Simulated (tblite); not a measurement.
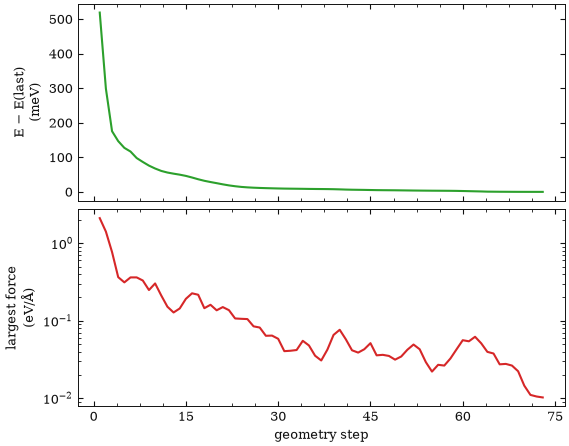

History of a geometry optimisation.

System: C$_{4}$H$_{5}$F$_{3}$OS (SMILES CC(=S)OCC(F)(F)F).
Method: GFN2-xTB geometry optimisation, gas phase (tblite 0.8.0).

Question: How did the optimisation end?

Answer: The optimisation met its thresholds at geometry 73, counting the start as the first. The energy fell by about 520 meV from the first step to the last. The largest force goes from about 2.1 eV/Å at the start to 0.01 eV/Å at the end.
